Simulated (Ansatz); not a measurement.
# NaInF3: complex band structure, part 3 of 3

Aim: relax a made-up compound, NaInF3, and see how good a tunnel barrier it would be. It is built by putting Na for Cs in the CsInF3 structure of space group Fm-3m, with the volume rescaled by atomic radii. The parent structure comes from the Materials Project.

Ansatz 0.2.0; r2SCAN DFT, plane waves, PAW files (the session's first sound run).

So far, gap on path (eV): step 3 (the bulk crystal and its band edges, r2SCAN) 1.81; step 6 (LDA, cutoff 420 eV) 1.52.

The structure was built from a prototype and need not be the compound's stable phase.

### 7. Complex bands at another level, cutoff 420 eV

This step: LDA DFT, plane waves, PAW files; complex bands by layer matching along the plane's normal (Ansatz 0.2.0).

The complex bands at that level, over its own gap, at (0, 0) and (-0.5, -0.5).

The input, input.yaml:

```yaml
crystal:
  lattice:
    - [6.409398414, 0.0, 0.0]
    - [3.204699207, 5.550701849, 0.0]
    - [3.204699207, 1.85023395, 5.233251891]
  atoms:
    - { symbol: Na, position: [0.75, 0.75, 0.75] }
    - { symbol: Na, position: [0.25, 0.25, 0.25] }
    - { symbol: In, position: [0.5, 0.5, 0.5] }
    - { symbol: In, position: [0.0, 0.0, 0.0] }
    - { symbol: F, position: [0.7711712242, 0.2288287758, 0.2288287758] }
    - { symbol: F, position: [0.2288287758, 0.2288287758, 0.7711712242] }
    - { symbol: F, position: [0.2288287758, 0.7711712242, 0.7711712242] }
    - { symbol: F, position: [0.2288287758, 0.7711712242, 0.2288287758] }
    - { symbol: F, position: [0.7711712242, 0.2288287758, 0.7711712242] }
    - { symbol: F, position: [0.7711712242, 0.7711712242, 0.2288287758] }
kpoints:
  mp_grid: { grid: [6, 6, 6] }
scf:
  occupations: { method: fixed }
hamiltonian:
  xc: lda
output:
  eigenvalues: true
  transmission:
    leads: [[0, 0]]
    kpoints: [[0.0, 0.0], [-0.5, -0.5]]
    e_range: [-1.0, 2.52]
    de: 0.06
```

On the command line:

```bash
$ ansatz run input.yaml --threads 2 --pin off --max-ram 4096MiB --backend cpu --events-out ev --progress --plain --runs-dir out
```

Numbers of over 12 decimals in the logs are rounded to 6 here.

Log:

```text
[...]
Crystal: 10 atoms, lattice volume = 186.182 Å³
Basis set: ecut = 420 eV, 3695 PW (Γ)
Bands: 53, of which v1, the nominal top of the filled ones, is band 43 counted from 1 (42 counted from 0)
Symmetry: 48 space group operations
[...]
k-points: 16 of 216
[...]
SCF iter   1: F=—  HF=-18615.390428 eV  |F-HF|=—  |Δ(HF+E_count)|=         —  Δρ=1.60e-2  dr2=3.45e-1  ethr=1.77e-3  ⟨swp⟩=4.9  Hψ=2845  notcnv=0  defer=122
[...]
SCF iter   7: F=-18615.286228 eV  HF=-18615.286228 eV  |F-HF|=1.12e-8  |Δ(HF+E_count)|=   1.43e-8  Δρ=2.69e-6  dr2=1.52e-8  ethr=1.16e-10  ⟨swp⟩=10.7  Hψ=3377  notcnv=0
SCF 1 converged in 7 iterations: F = -18615.286228 eV  dr2 = 1.52e-8
[...]
transmission: 7 of 14 steps passed
transmission: 14 of 14 steps passed
SCF converged after 7 iterations
Free energy (F): -18615.286228 eV
[...]
Internal energy: -18615.286228 eV  (E = F + TS)
E sigma→0 (E₀):  -18615.286228 eV
Fermi energy:    3.656708 eV
[...]
--- Band table (eV; the first three rows and the last of 16) ---
  k-point 0: bands = [... 39 lower, -0.2002, -0.2002, -0.2002, 1.7041, 6.2540, 7.9917, 8.1016, 8.1016, ... 6 higher]
  k-point 1: bands = [... 39 lower, -0.2253, -0.2253, -0.2206, 2.0537, 6.1104, 7.5931, 8.0556, 8.1793, ... 6 higher]
  k-point 2: bands = [... 39 lower, -0.2703, -0.2692, -0.2692, 2.7687, 5.5947, 7.2452, 8.0967, 8.3359, ... 6 higher]
  k-point 15: bands = [... 39 lower, -0.3913, -0.3909, -0.2627, 3.6567, 6.3360, 6.3880, 6.8630, 8.4910, ... 6 higher]
--- Transmission ---
  basis      : 313 plane waves across, 7 finite elements along
  points     : 2, as listed
[...]
crystal 0  : Na2F6In2, at the sites [0, 0], period 5.2333 Å: whole cells are its period
[...]
channels       : 0.000000e0 a spin
[...]
slowest decay  : 0.1815 /Å at (0.0000, 0.0000)
```

Elapsed: 51 s, on 2 threads of Intel Xeon 6975P-C (Granite Rapids), shared host; peak memory 1.1 GiB; 80 s of CPU time.

This step gave:

```yaml
level_to_which_the_leads_are_filled: 0.7653 eV from the Fermi level
decay_constant_at_the_filling_level_zone_centre: 0.1815 Å⁻¹
decay_constant_at_the_filling_level_slowest_listed_point: 0.1815 Å⁻¹
```

K parallel (0, 0); values up to 1.5 1/Å, a degenerate pair printed once or twice; energies at which all values exceed this have no row. The Im kz of the slowest decaying states by energy, zero at the highest filled level on the SCF mesh:

```
energy (eV)  decay 1 (Å⁻¹)  decay 2 (Å⁻¹)  decay 3 (Å⁻¹)  decay 4 (Å⁻¹)
    -1.0000          0.622          0.815          0.931           1.11
    -0.7600          0.630          0.806          0.922           1.13
    -0.5200          0.636          0.796          0.912           1.16
    -0.2200          0.119          0.641          0.782          0.896
     0.0200          0.157          0.643          0.770          0.882
     0.2600          0.177          0.644          0.756          0.865
     0.5000          0.185          0.643          0.742          0.848
     0.7400          0.181          0.640          0.727          0.828
     0.9800          0.167          0.636          0.711          0.805
     1.2200          0.137          0.631          0.694          0.780
     1.5200         0.0274          0.622          0.672          0.743
     1.7600          0.613          0.653          0.708           1.32
     2.0000          0.602          0.635          0.663           1.30
     2.2400          0.589          0.612           1.27           1.28
```

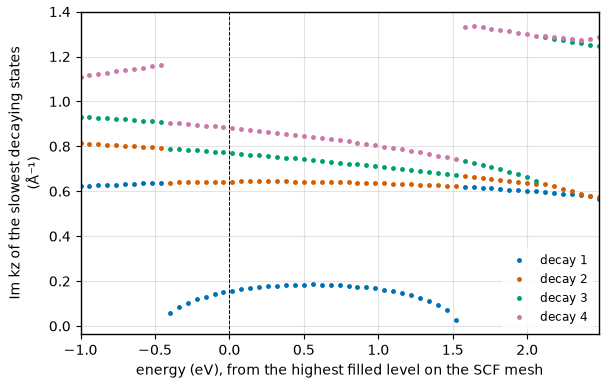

Im kz of the slowest decaying states against energy.

K parallel (-0.5, -0.5); values up to 1.5 1/Å, a degenerate pair printed once or twice; energies at which all values exceed this have no row. Im kz of the slowest decaying states against energy, zero at the highest filled level on the SCF mesh:

```csv
energy (eV),decay 1 (Å⁻¹),decay 2 (Å⁻¹),decay 3 (Å⁻¹),decay 4 (Å⁻¹)
-1.000,0.419,0.705,1.03,1.14
-0.520,0.164,0.430,0.719,1.02
0.020,0.122,0.400,0.722,1.01
0.500,0.327,0.349,0.713,1.03
0.980,0.269,0.380,0.694,0.994
1.520,0.0387,0.379,0.659,0.949
2.000,0.335,0.613,0.900,0.997
```

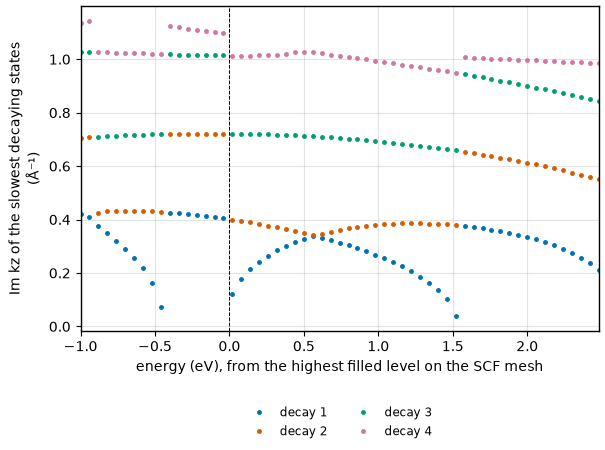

Im kz of the slowest decaying states against energy.

At the listed wavevectors the last open channel is at -0.04 eV and the next at +1.58 eV on the grid. At +0.74 eV, the grid energy nearest the filling level (the middle of the gap on the SCF mesh), the slowest state at the listed wavevectors decays with κ = 0.181 Å⁻¹, its amplitude falling by e over 5.5 Å; the first such run, plane (111), gave 0.200 Å⁻¹.

### 8. A check of the settings

This step: r2SCAN DFT, plane waves, PAW files; complex bands by layer matching along the plane's normal; changed: output.transmission.e_range = [-0.1, 0.1], output.transmission.de = 0.035 (Ansatz 0.2.0).

This run repeats an earlier one, its twin (the complex run, plane (111)), with two settings changed (output.transmission.e_range, output.transmission.de; files written aside). It is meant to test what the energy window and step decide. Where the input is shown as a difference, that is against the step before, not the twin.

Edit input.yaml of step 7 so:

```diff
@@ -21,3 +21,3 @@
 hamiltonian:
-  xc: lda
+  xc: r2scan
 output:
@@ -27,3 +27,3 @@
     kpoints: [[0.0, 0.0], [-0.5, -0.5]]
-    e_range: [-1.0, 2.52]
-    de: 0.06
+    e_range: [-0.1, 0.1]
+    de: 0.035
```

Log:

```text
[...]
Crystal: 10 atoms, lattice volume = 186.182 Å³
Basis set: ecut = 500 eV, 4693 PW (Γ), exchange–correlation on 192×192×192 points (64 copies of the dense FFT grid, shifted against one another)
Bands: 53, of which v1, the nominal top of the filled ones, is band 43 counted from 1 (42 counted from 0)
Symmetry: 48 space group operations
[...]
k-points: 16 of 216
[...]
SCF iter   1: F=—  HF=-19066.301147 eV  |F-HF|=—  |Δ(HF+E_count)|=         —  Δρ=9.58e-3  dr2=1.36e-1  dr2_τ=1.80e-1  ethr=1.77e-3  ⟨swp⟩=5.0  Hψ=2660  notcnv=0  defer=119
[...]
SCF iter   7: F=-19066.414084 eV  HF=-19066.414084 eV  |F-HF|=5.07e-9  |Δ(HF+E_count)|=   1.08e-7  Δρ=4.80e-6  dr2=3.29e-8  dr2_τ=2.86e-9  ethr=1.16e-10  ⟨swp⟩=10.9  Hψ=3481  notcnv=0
SCF 1 converged in 7 iterations: F = -19066.414084 eV  dr2 = 3.29e-8
[...]
transmission: 8 of 16 steps passed
transmission: 16 of 16 steps passed
SCF converged after 7 iterations
Free energy (F): -19066.414084 eV
[...]
Internal energy: -19066.414084 eV  (E = F + TS)
E sigma→0 (E₀):  -19066.414084 eV
Fermi energy:    4.143160 eV
[...]
--- Band table (eV; the first three rows and the last of 16) ---
  k-point 0: bands = [... 39 lower, -0.3811, -0.3485, -0.3485, 2.3728, 7.0622, 8.9432, 8.9432, 8.9432, ... 6 higher]
  k-point 1: bands = [... 39 lower, -0.4013, -0.3898, -0.3898, 2.6792, 6.8907, 8.4848, 9.0006, 9.0006, ... 6 higher]
  k-point 2: bands = [... 39 lower, -0.4494, -0.4314, -0.4314, 3.3363, 6.3573, 8.1045, 9.0722, 9.1183, ... 6 higher]
  k-point 15: bands = [... 39 lower, -0.5646, -0.4930, -0.4413, 4.1432, 7.1395, 7.1526, 7.6383, 9.3131, ... 6 higher]
--- Transmission ---
  basis      : 367 plane waves across, 8 finite elements along
  points     : 2, as listed
[...]
crystal 0  : Na2F6In2, at the sites [0, 0], period 5.2333 Å: whole cells are its period
[...]
channels       : 0.000000e0 a spin
[...]
slowest decay  : 0.1687 /Å at (0.0000, 0.0000)
```

Run time: 16 s. Hardware: 2 threads; peak memory 1.5 GiB.

This step gave:

| Quantity | Value |
| --- | --- |
| free energy | -19066.4141 eV |
| Fermi energy | 4.143 eV |
| gap on the k-mesh | 1.823 eV |
| level to which the leads are filled | 0.9117 eV from the Fermi level |

K parallel (0, 0); values up to 1.5 1/Å, a degenerate pair printed once or twice; energies at which all values exceed this have no row. Table of Im kz of the slowest decaying states by energy, zero at the highest filled level on the SCF mesh:

```
energy (eV)  decay 1 (Å⁻¹)  decay 2 (Å⁻¹)  decay 3 (Å⁻¹)  decay 4 (Å⁻¹)
    -0.1000          0.142          0.688          0.836          0.929
    -0.0650          0.148          0.688          0.835          0.927
    -0.0300          0.154          0.688          0.833          0.925
     0.0050          0.159          0.688          0.832          0.922
     0.0400          0.164          0.688          0.831          0.920
     0.0750          0.169          0.688          0.829          0.918
```

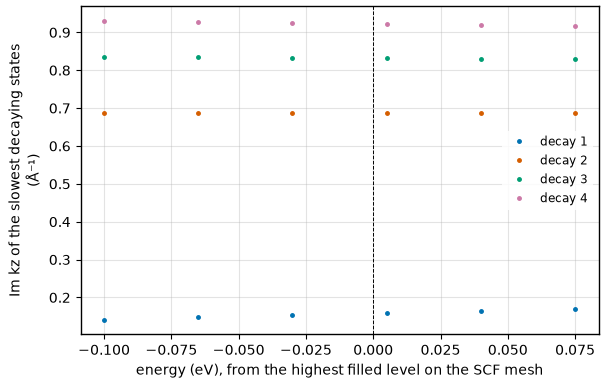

Im kz of the slowest decaying states against energy.

K parallel (-0.5, -0.5); values up to 1.5 1/Å, a degenerate pair printed once or twice; energies at which all values exceed this have no row. The Im kz of the slowest decaying states by energy, zero at the highest filled level on the SCF mesh:

```
energy (eV)  decay 1 (Å⁻¹)  decay 2 (Å⁻¹)  decay 3 (Å⁻¹)  decay 4 (Å⁻¹)
    -0.1000          0.443          0.763           1.08           1.12
    -0.0650          0.441          0.762           1.08           1.11
    -0.0300          0.439          0.762           1.08           1.11
     0.0050          0.107          0.436          0.761           1.08
     0.0400          0.149          0.434          0.761           1.08
     0.0750          0.180          0.431          0.760           1.09
```

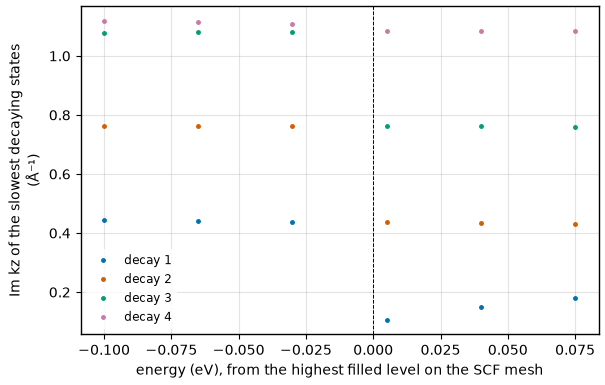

Im kz of the slowest decaying states against energy.

K parallel (-0.5, -0.5). Re kz of states that move upwards, channel 1 against energy, zero at the highest filled level on the SCF mesh:

```
energy (eV)  Re kz of states that move upwards, channel 1 (Å⁻¹)
    -0.1000                                               0.236
    -0.0650                                               0.286
    -0.0300                                               0.382
     0.0050                                                   -
     0.0400                                                   -
     0.0750                                                   -
```

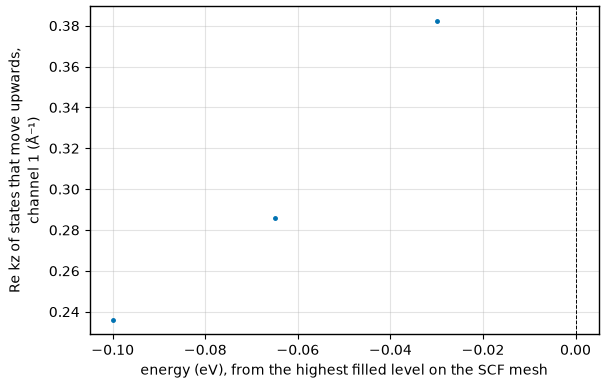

Re kz of states that move upwards, channel 1, plotted against energy.

### 9. The same cell, other settings: accuracy = "high"

This step: r2SCAN DFT, plane waves, PAW files; complex bands by layer matching along the plane's normal; changed: accuracy = "high" (Ansatz 0.2.0).

This run repeats an earlier one, its twin (the complex run, plane (111)), with one setting changed (accuracy; files written aside). It is meant to test how the run responds. Where the input is shown as a difference, that is against the step before, not the twin.

Edit input.yaml of step 8 so:

```diff
@@ -27,3 +27,4 @@
     kpoints: [[0.0, 0.0], [-0.5, -0.5]]
-    e_range: [-0.1, 0.1]
-    de: 0.035
+    e_range: [-1.0, 2.81]
+    de: 0.06
+accuracy: high
```

Log:

```text
[...]
Crystal: 10 atoms, lattice volume = 186.182 Å³
Basis set: ecut = 500 eV, 4693 PW (Γ), exchange–correlation on 216×216×216 points (64 copies of the dense FFT grid, shifted against one another)
Bands: 53, of which v1, the nominal top of the filled ones, is band 43 counted from 1 (42 counted from 0)
Symmetry: 48 space group operations
[...]
k-points: 16 of 216
[...]
SCF iter   1: F=—  HF=-19066.301150 eV  |F-HF|=—  |Δ(HF+E_count)|=         —  Δρ=9.58e-3  dr2=1.36e-1  dr2_τ=1.80e-1  ethr=1.77e-3  ⟨swp⟩=5.0  Hψ=2660  notcnv=0  defer=119
[...]
SCF iter   7: F=-19066.414084 eV  HF=-19066.414084 eV  |F-HF|=5.03e-9  |Δ(HF+E_count)|=   1.08e-7  Δρ=4.79e-6  dr2=3.29e-8  dr2_τ=2.85e-9  ethr=1.16e-10  ⟨swp⟩=10.9  Hψ=3475  notcnv=0
SCF 1 converged in 7 iterations: F = -19066.414084 eV  dr2 = 3.29e-8
[...]
transmission: 8 of 16 steps passed
transmission: 16 of 16 steps passed
SCF converged after 7 iterations
Free energy (F): -19066.414084 eV
[...]
Internal energy: -19066.414084 eV  (E = F + TS)
E sigma→0 (E₀):  -19066.414084 eV
Fermi energy:    4.143165 eV
[...]
--- Band table (eV; the first three rows and the last of 16) ---
  k-point 0: bands = [... 39 lower, -0.3811, -0.3485, -0.3485, 2.3728, 7.0622, 8.9433, 8.9433, 8.9433, ... 6 higher]
  k-point 1: bands = [... 39 lower, -0.4013, -0.3898, -0.3898, 2.6792, 6.8907, 8.4848, 9.0006, 9.0006, ... 6 higher]
  k-point 2: bands = [... 39 lower, -0.4494, -0.4314, -0.4314, 3.3363, 6.3573, 8.1045, 9.0722, 9.1183, ... 6 higher]
  k-point 15: bands = [... 39 lower, -0.5646, -0.4930, -0.4413, 4.1432, 7.1395, 7.1526, 7.6383, 9.3131, ... 6 higher]
--- Transmission ---
  basis      : 367 plane waves across, 8 finite elements along
  points     : 2, as listed
[...]
crystal 0  : Na2F6In2, at the sites [0, 0], period 5.2333 Å: whole cells are its period
[...]
channels       : 0.000000e0 a spin
[...]
slowest decay  : 0.2001 /Å at (0.0000, 0.0000)
```

The job ended after 67 s (2 threads; peak memory 2.1 GiB; 2.2 min of CPU time).

This step gave:

```
decay constant at the filling level, zone centre          : 0.2001 Å⁻¹
decay constant at the filling level, slowest listed point : 0.2001 Å⁻¹
```

K parallel (0, 0); values up to 1.5 1/Å, a degenerate pair printed once or twice; energies at which all values exceed this have no row. The Im kz of the slowest decaying states by energy, zero at the highest filled level on the SCF mesh:

| energy (eV) | decay 1 (Å⁻¹) | decay 2 (Å⁻¹) | decay 3 (Å⁻¹) | decay 4 (Å⁻¹) |
| --- | --- | --- | --- | --- |
| -1.0000 | 0.675 | 0.869 | 0.976 | 1.18 |
| -0.7600 | 0.680 | 0.861 | 0.966 | 1.20 |
| -0.5200 | 0.684 | 0.852 | 0.954 | 1.22 |
| -0.2200 | 0.114 | 0.687 | 0.841 | 0.937 |
| 0.0200 | 0.161 | 0.688 | 0.831 | 0.921 |
| 0.2600 | 0.187 | 0.688 | 0.822 | 0.904 |
| 0.5000 | 0.200 | 0.686 | 0.812 | 0.884 |
| 0.7400 | 0.204 | 0.684 | 0.804 | 0.861 |
| 0.9800 | 0.198 | 0.680 | 0.799 | 0.831 |
| 1.2200 | 0.182 | 0.674 | 0.797 | 1.36 |
| 1.5200 | 0.142 | 0.666 | 0.771 | 1.36 |
| 1.7600 | 0.0694 | 0.658 | 0.749 | 1.34 |
| 2.0000 | 0.649 | 0.724 | 1.31 | 1.33 |
| 2.2400 | 0.638 | 0.696 | 1.29 | 1.31 |
| 2.4800 | 0.626 | 0.663 | 1.26 | 1.33 |
| 2.7200 | 0.612 | 0.624 | 1.24 | 1.29 |

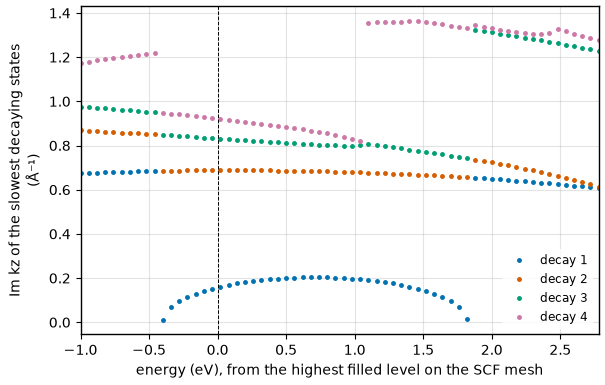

Im kz of the slowest decaying states, plotted against energy.

K parallel (-0.5, -0.5); values up to 1.5 1/Å, a degenerate pair printed once or twice; energies at which all values exceed this have no row. The Im kz of the slowest decaying states by energy, zero at the highest filled level on the SCF mesh:

```
energy (eV)  decay 1 (Å⁻¹)  decay 2 (Å⁻¹)  decay 3 (Å⁻¹)  decay 4 (Å⁻¹)
     -1.000          0.453          0.756           1.08           1.19
     -0.520          0.219          0.459          0.763           1.08
      0.020          0.127          0.435          0.761           1.08
      0.500          0.340          0.393          0.750           1.06
      0.980          0.329          0.396          0.730           1.03
      1.520          0.207          0.403          0.695          0.988
      2.000          0.372          0.652          0.945           1.04
      2.480          0.296          0.595          0.894           1.03
```

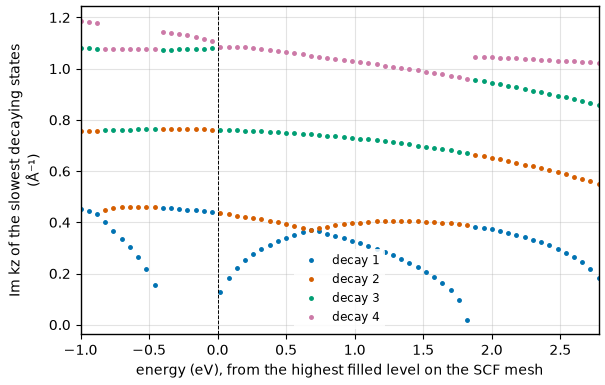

Im kz of the slowest decaying states against energy.

The energy agrees with the twin's within 2e-6 eV and the result to the printed digits, after as many cycles: the change makes no difference here.

### 10. Results

```json
{
 "band gap": "1.81 eV",
 "least decay constant at mid-gap, normal to (111)": "0.200 Å⁻¹",
 "least decay constant on a mesh, normal to (111)": "0.201 Å⁻¹",
 "least decay constant, LDA": "0.181 Å⁻¹"
}
```

**Reading.** With r2SCAN, the slowest decay at the wavevectors tried is κ = 0.200 Å⁻¹, normal to (111). Through such a film the transmission near mid-gap falls as exp(−2κd), a factor of ten every 5.8 Å. A free electron under a barrier of half the gap would need a mass of 0.17 mₑ to decay at this rate. With LDA the gap goes from 1.81 to 1.52 eV and the decay constant, over the first 2 listed wavevectors, from 0.200 to 0.181 Å⁻¹. The compound is made up by substitution; its stability against other phases and against distortions of the cell's symmetry was not tested. r2SCAN still narrows gaps, if less than LDA and GGA do, so real decay constants are likely larger.

[Logs are printed without paths, hosts, clocks, repeated set-up lines and the standing remarks that a program may print on its own settings, such as how far it seeks lower states.]

[Hosts, paths, dates, database ids (printed as entryN), source tags and the programs' standing remarks are cut or masked in the printed files.]

[New means built here by substitution; the compound itself may be known and measured.]
